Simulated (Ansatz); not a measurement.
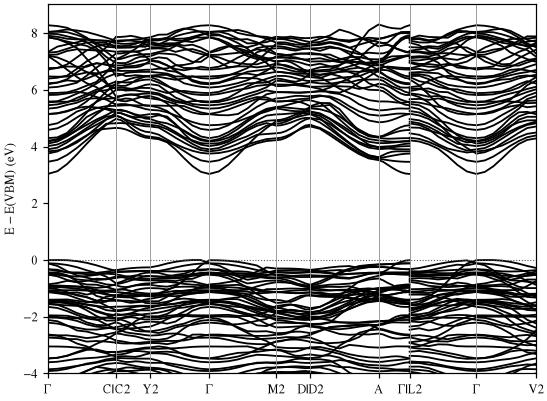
*Band structure from r²SCAN (plane waves, PAW; program Ansatz)*

The gap is 3.03 eV; an edge lies off the plotted path or next to a special point (maximum off the standard path, minimum at Γ).

Which of these materials gives this?
A. MgZn3S4, C2 (Pearson symbol mS64)
B. BaS2, C2/c (Ba on 4e, S on 8f)
C. NdO2, C2/m (Nd on 4i, O on 4i, O on 4i)
D. Cs3Se2O8, C2/m (Pearson symbol mS26)

A, MgZn3S4, C2 (Pearson symbol mS64)

The start of the workflow was typed in or built on a structure type; neither database checked (COD, Materials Project) lists it. Its standing as an ambient phase is unchecked. The cell was relaxed with r²SCAN under the symmetry of its start; whether a distortion lowers the energy is not shown.

Potentials: the later of the program's two PAW sets.
